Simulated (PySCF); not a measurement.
```yaml
atoms:
  - { symbol: C, position_ang: [1.5027, -0.0423, 0.0787] }
  - { symbol: C, position_ang: [0.0741, 0.5818, 0.2975] }
  - { symbol: C, position_ang: [-0.9620, -0.2249, 1.0725] }
  - { symbol: C, position_ang: [-1.9934, -0.3325, 0.0053] }
  - { symbol: F, position_ang: [-3.1565, 0.2503, 0.3655] }
  - { symbol: S, position_ang: [-1.0417, 0.6893, -1.1502] }
  - { symbol: H, position_ang: [2.1020, 0.6607, -0.5107] }
  - { symbol: H, position_ang: [1.4419, -0.8839, -0.6131] }
  - { symbol: H, position_ang: [1.9502, -0.3811, 0.9859] }
  - { symbol: H, position_ang: [0.1435, 1.5363, 0.8093] }
  - { symbol: H, position_ang: [-0.6752, -1.1684, 1.5372] }
  - { symbol: H, position_ang: [-1.3973, 0.3956, 1.8500] }
  - { symbol: H, position_ang: [-2.3832, -1.2584, -0.4501] }
```

Geometry: GFN2-xTB, MD frame at 250 fs, 300 K.

Method: PBE0/pcSseg-1, SCF density, gas phase, non-relativistic (PySCF 2.14.0).

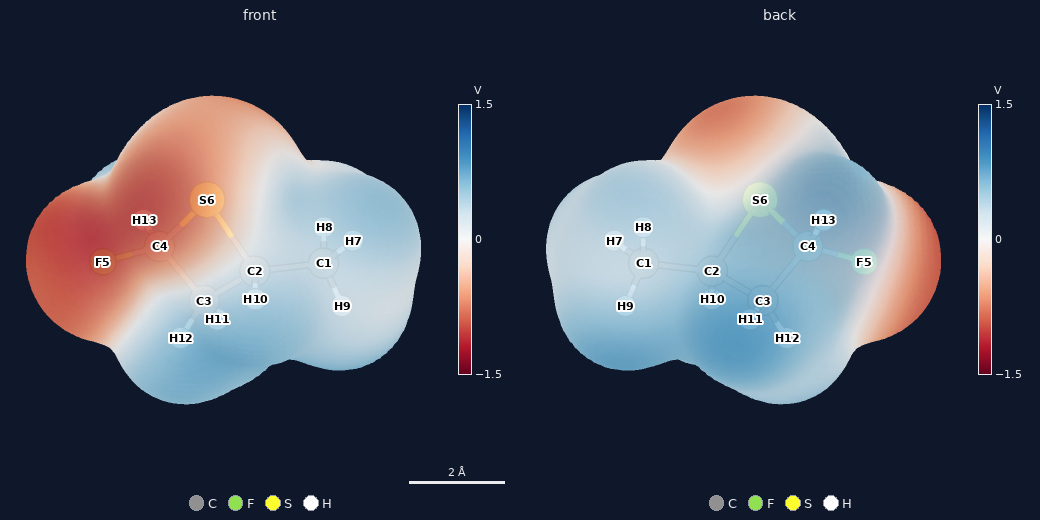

C$_{4}$H$_{7}$FS. The molecular electrostatic potential painted on the density surface at 0.001 e/bohr³, seen from the front and from behind; the colour scale runs from red (negative) to blue (positive).

Q: Which sites attract a positive test charge, and which a negative one?

A: A positive charge is drawn to the negative regions and a negative charge to the positive ones. The most negative region (about −1.1 V, or −25 kcal/mol for a unit charge) lies over F5, the most positive (about +0.8 V, or +18 kcal/mol for a unit charge) over H9 and H11.

Q: How polar is the molecule by this calculation?

A: Its dipole moment is 2.58 D.
